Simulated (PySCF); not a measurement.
# A workflow on AlSiNH6 (SMILES [AlH2][NH][SiH3])

Aim: a geometry optimisation (HF/pc-0), then the harmonic vibrations, then the energy (CCSD(T)/6-311G), then the vertical excitations (TDA-HCTH147/def2-TZVPP) of AlSiNH6. The job is set up through a Python script.

Program for the calculation: PySCF 2.14.0.

### Step 1. The structure to begin with

The species is AlSiNH6 (9 atoms), meant as a singlet with charge 0. As SMILES, `[AlH2][NH][SiH3]`. Geometry: a rough force-field guess. The run starts from this shape.

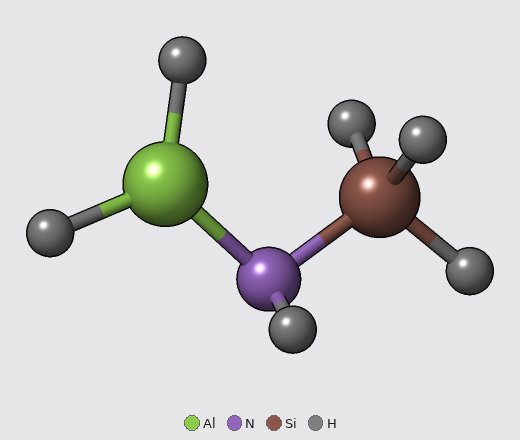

Viewed from a chosen angle; aluminium green, nitrogen purple, silicon brown, hydrogen grey.

### Step 2. A structure relaxation at HF/pc-0 (density fitting with def2-universal-jkfit) (run 1)

job.py

```python
# [AlH2][NH][SiH3]
from pyscf import gto
from pyscf.geomopt.geometric_solver import kernel as optimise

system = gto.Mole()
system.atom = [
    ('Al', (-0.559900, 0.771100, -1.316100)),
    ('N', (-0.015200, 0.863200, 0.487900)),
    ('Si', (0.243700, -0.820500, 0.996600)),
    ('H', (-0.751200, -0.573000, -2.070700)),
    ('H', (-0.887000, 2.172000, -2.128200)),
    ('H', (0.914700, 1.364100, 0.490000)),
    ('H', (1.308500, -1.449400, 0.143800)),
    ('H', (-0.942000, -1.566700, 0.943100)),
    ('H', (0.776800, -0.807100, 2.436500)),
]
system.basis = 'pc-0'
system.max_memory = 1860
system.verbose = 3
system.build()

mf = system.RHF()
mf = mf.density_fit(auxbasis='def2-universal-jkfit')
converged, mol_eq = optimise(mf, maxsteps=100)
print('converged:', converged)
print(mol_eq.tostring())

mf.reset(mol_eq)
system = mol_eq
mf.kernel()
energy = mf.e_tot
print('Final energy', energy)
```

On the command line:

```
$ OMP_NUM_THREADS=1 python job.py
```

Output:

```text
maxiter                   100
[... 46 lines left out ...]
> Will converge when all 5 criteria are reached:
[... 28 lines left out ...]
Step    0 : Gradient = 4.076e-02/7.487e-02 (rms/max) Energy = -588.3133370807
[... 52 lines left out ...]
converged SCF energy = -588.362113709166
[... 62 lines left out ...]
converged SCF energy = -588.365600097933
[... 62 lines left out ...]
converged SCF energy = -588.36577557459
[... 62 lines left out ...]
converged SCF energy = -588.365982708078
[... 62 lines left out ...]
converged SCF energy = -588.366059353779
[... 53 lines left out ...]
Converged! =D
[... 1 line left out ...]
converged: True
Al         -0.74897984        0.88784952       -1.37971877
N           0.28850510        0.53231754        0.01627367
Si          0.47121874       -0.88619634        1.02649988
[... 5 lines of this table left out ...]
H           0.16247470       -0.60719787        2.45620445
converged SCF energy = -588.366059544526
Final energy -588.3660595445258
```

Wall time 17 s (1 thread of AMD EPYC (Zen 3), shared host); peak memory 0.17 GiB.

Step by step:

```csv
step,energy from the first frame kept (eV),largest force (eV/Å)
0,0.0000,3.8502
1,-0.4983,3.2503
2,-0.9682,2.1531
3,-1.3273,0.9295
4,-1.4073,0.2675
5,-1.4167,0.1796
6,-1.4221,0.0859
7,-1.4243,0.0918
8,-1.4255,0.0611
9,-1.4269,0.0488
10,-1.4285,0.0870
11,-1.4305,0.1015
12,-1.4326,0.1040
13,-1.4341,0.0567
14,-1.4346,0.0198
15,-1.4346,0.0077
16,-1.4347,0.0016
17,-1.4347,0.0007
```

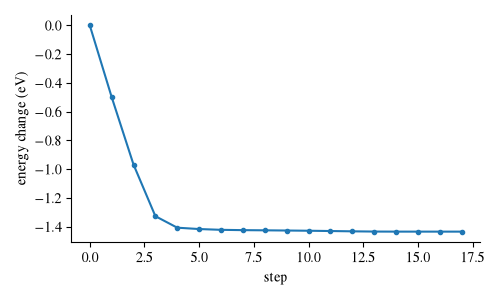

Energy along the run.

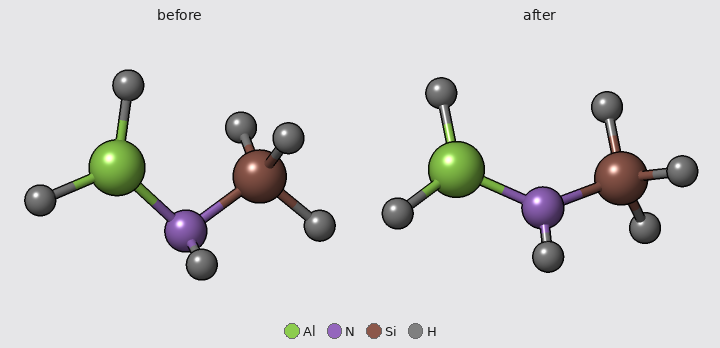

Before and after, at one scale.

After the run. Bond lengths: Al1–N2 1.775 Å, N2–Si3 1.751 Å, Al1–H4 1.588 Å, Al1–H5 1.591 Å, N2–H6 1.019 Å, Si3–H7 1.489 Å, Si3–H8 1.484 Å, Si3–H9 1.489 Å. Some angles: Al1–N2–Si3 132.6°, Al1–N2–H6 114.0°, Si3–N2–H6 113.4°, N2–Al1–H4 118.9°, N2–Al1–H5 117.9°, N2–Si3–H7 112.4°, N2–Si3–H8 108.5°, N2–Si3–H9 112.4°, H4–Al1–H5 123.1°, H7–Si3–H8 108.4°.

### Step 3. The harmonic vibrations at HF/pc-0 (density fitting with def2-universal-jkfit) (run 2)

run.py

```python
# [AlH2][NH][SiH3]
from pyscf import gto, scf, symm
from pyscf.hessian import thermo

system = gto.M(
    atom=[
    ('Al', (-0.710977, 0.808812, -1.275263)),
    ('N', (0.326508, 0.453280, 0.120730)),
    ('Si', (0.509222, -0.965234, 1.130956)),
    ('H', (-1.710011, -0.310916, -1.795152)),
    ('H', (-0.590418, 2.245870, -1.946596)),
    ('H', (0.937112, 1.223165, 0.390220)),
    ('H', (1.892807, -1.514332, 1.091810)),
    ('H', (-0.424258, -2.012066, 0.645608)),
    ('H', (0.200514, -0.686253, 2.560629)),
],
    spin=0,
    basis='pc-0',
    max_memory=1860,
    verbose=3,
)

mf = scf.RHF(system)
mf = mf.density_fit(auxbasis='def2-universal-jkfit')
mf.kernel()

e_tot = mf.e_tot
print('Final energy', e_tot)
hess = mf.Hessian().kernel()
modes = thermo.harmonic_analysis(system, hess)
thermo.dump_normal_mode(system, modes)
symm.geom.TOLERANCE = 1e-3  # for the symmetry number
th = thermo.thermo(mf, modes['freq_au'], 298.15, 101325)
thermo.dump_thermo(system, th)
```

On the command line:

```
$ OMP_NUM_THREADS=1 python run.py
```

Output:

```text
converged SCF energy = -588.366059543405
Final energy -588.3660595434054
[... 98 lines left out ...]
Gibbs free energy [Eh] -588.33710
```

Wall time 12 s (1 thread of AMD EPYC (Zen 3), shared host); peak memory 0.28 GiB.

### Step 4. The energy at CCSD(T)/6-311G (Cartesian functions) (run 3)

mol.xyz

```xyz
9

Al    -0.748980     0.887850    -1.379719
N      0.288505     0.532318     0.016274
Si     0.471219    -0.886196     1.026500
H     -1.748014    -0.231878    -1.899608
H     -0.628421     2.324908    -2.051052
H      0.899109     1.302203     0.285764
H      1.854768    -1.435277     0.987385
H     -0.462261    -1.933028     0.541152
H      0.162475    -0.607198     2.456204
```

calc.py

```python
from pyscf import gto, scf, cc

molecule = gto.M(
    atom='mol.xyz',
    max_memory=1860,
    verbose=4,
    spin=0,
    charge=0,
    basis='6-311g',
    cart=True,
)

myscf = scf.RHF(molecule)
myscf.kernel()

mycc = cc.CCSD(myscf, frozen=11)
mycc.kernel()
e_t = mycc.ccsd_t()
energy = mycc.e_tot + e_t
print('E(%s) = %.9f' % ('CCSD(T)', energy))
dip = myscf.dip_moment()
pop, q = myscf.mulliken_pop()
```

On the command line:

```
$ OMP_NUM_THREADS=1 python calc.py
```

Output:

```text
PySCF version 2.14.0

[... 62 lines left out ...]
converged SCF energy = -588.768979614282
[... 12 lines left out ...]
Init t2, MP2 energy = -588.98933013439  E_corr(MP2) -0.220350520108149
[... 11 lines left out ...]
CCSD converged
[... 3 lines left out ...]
Dipole moment(X, Y, Z, Debye):  0.46161,  0.53318,  0.23119
[... 83 lines left out ...]
charge of    8H =     -0.16945
```

Wall time 8.4 s (1 thread of AMD EPYC (Zen 3), shared host); peak memory 0.22 GiB.

### Step 5. The excited states at TDA-HCTH147/def2-TZVPP (density fitting with aug-cc-pvtz-jkfit, spin of roots singlet) (run 4)

job.py

```python
# [AlH2][NH][SiH3]
from pyscf import gto, dft, tdscf

system = gto.M(
    atom='''
Al      -0.748980       0.887850      -1.379719
N        0.288505       0.532318       0.016274
Si       0.471219      -0.886196       1.026500
H       -1.748014      -0.231878      -1.899608
H       -0.628421       2.324908      -2.051052
H        0.899109       1.302203       0.285764
H        1.854768      -1.435277       0.987385
H       -0.462261      -1.933028       0.541152
H        0.162475      -0.607198       2.456204
''',
    basis='def2-tzvpp',
    max_memory=1860,
    verbose=4,
    charge=0,
)

ks = dft.RKS(system, xc='hcth147')
ks = ks.density_fit(auxbasis='aug-cc-pvtz-jkfit')
ks.kernel()

energy = ks.e_tot
print(f'total energy: {energy:.8f} hartree')

td = ks.TDA()
td.nstates = 4
td.kernel()
td.analyze()
roots = td.e * 27.211386
osc = td.oscillator_strength()
print('state   eV      nm      f')
for i, (w, f) in enumerate(zip(roots, osc), 1):
    print('%3d %9.4f %8.1f %9.5f' % (i, w, 1239.842 / w, f))
```

On the command line:

```
$ OMP_NUM_THREADS=1 python job.py
```

Output:

```text
PySCF version 2.14.0

[... 75 lines left out ...]
converged SCF energy = -590.418996965761
total energy: -590.41899697 hartree
[... 20 lines left out ...]
** Transition electric dipole moments (AU) **
[... 6 lines left out ...]
** Transition velocity dipole moments (imaginary part, AU) **
state          X           Y           Z        Dip. S.      Osc.
  1        -0.0382      0.0737     -0.0855      0.0142      0.0477
  2        -0.0042      0.0020      0.0036      0.0000      0.0001
  3        -0.0530      0.0259      0.0460      0.0056      0.0172
  4        -0.0224      0.0109      0.0194      0.0010      0.0028

** Transition magnetic dipole moments (imaginary part, AU) **
state          X           Y           Z
  1         0.1770     -0.0866     -0.1536
  2        -0.6945      0.2154     -0.9218
  3        -0.5357     -0.1269     -0.5457
  4        -0.1623     -0.6392      0.1733
state   eV      nm      f
  1    5.4044    229.4   0.12622
  2    5.6996    217.5   0.00000
  3    5.9029    210.0   0.02280
  4    6.4518    192.2   0.00629
```

It took 3 min on 1 thread of AMD EPYC (Zen 3), shared host; peak memory 0.84 GiB.

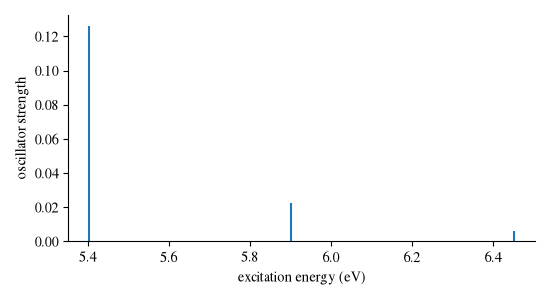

Vertical excitations as sticks.

The roots found:

```csv
excited state,energy (eV),strength
1,5.404,0.1262
2,5.700,0.0000
3,5.903,0.0228
4,6.452,0.0063
```

### Step 6. What came out

| quantity | value |
| --- | --- |
| run 1, HF/pc-0: total energy at the end | -588.36606 Eh |
| run 1, HF/pc-0: dipole moment | 1.00 D |
| run 1, HF/pc-0: HOMO energy | -10.77 eV |
| run 1, HF/pc-0: LUMO energy | 1.84 eV |
| run 1, HF/pc-0: HOMO–LUMO gap | 12.61 eV |
| run 2, HF/pc-0: lowest harmonic wavenumber | 92 cm⁻¹ |
| run 2, HF/pc-0: highest harmonic wavenumber | 3689 cm⁻¹ |
| run 2, HF/pc-0: zero-point energy | 150.8 kJ/mol |
| run 2, HF/pc-0: ideal-gas entropy at 298.15 K (symmetry number 1 as used) | 73.7 cal/(mol K) |
| run 3, CCSD(T)/6-311G: total energy | -589.03000 Eh |
| run 3, CCSD(T)/6-311G: dipole moment (Hartree–Fock density) | 0.74 D |
| run 3, CCSD(T)/6-311G: HOMO energy (Hartree–Fock orbitals) | -10.73 eV |
| run 3, CCSD(T)/6-311G: LUMO energy (Hartree–Fock orbitals) | 1.41 eV |
| run 3, CCSD(T)/6-311G: HOMO–LUMO gap (Hartree–Fock orbitals) | 12.13 eV |
| run 3, CCSD(T)/6-311G: correlation energy (11 core orbitals frozen) | -261.0 mEh |
| run 3, CCSD(T)/6-311G: (T) correction | -6.96 mEh |
| run 3, CCSD(T)/6-311G: T1 diagnostic | 0.016 |
| run 4, TDA-HCTH147/def2-TZVPP: ground-state or mean-field energy | -590.41900 Eh |
| run 4, TDA-HCTH147/def2-TZVPP: dipole moment (HCTH147 Kohn–Sham density) | 0.93 D |
| run 4, TDA-HCTH147/def2-TZVPP: HOMO energy (HCTH147 Kohn–Sham orbitals) | -6.62 eV |
| run 4, TDA-HCTH147/def2-TZVPP: LUMO energy (HCTH147 Kohn–Sham orbitals) | -1.72 eV |
| run 4, TDA-HCTH147/def2-TZVPP: HOMO–LUMO gap (HCTH147 Kohn–Sham orbitals) | 4.90 eV |
| run 4, TDA-HCTH147/def2-TZVPP: lowest singlet excitation energy | 5.40 eV |

In words: The optimisation (run 1, HF/pc-0) took 17 steps and changed the energy by -1.435 eV. Mulliken charges (run 1, HF/pc-0) run from -1.25 on N2 to +1.17 on Al1; they depend strongly on the basis. All 21 modes (run 2, HF/pc-0) are real, so the shape is a minimum at this level. Mulliken charges (run 2, HF/pc-0) run from -1.25 on N2 to +1.17 on Al1. The triples (run 3, CCSD(T)/6-311G) make up 2.7 % of the correlation energy. The brightest of the 4 transitions from the ground state lies at 5.40 eV (229 nm, f = 0.126).
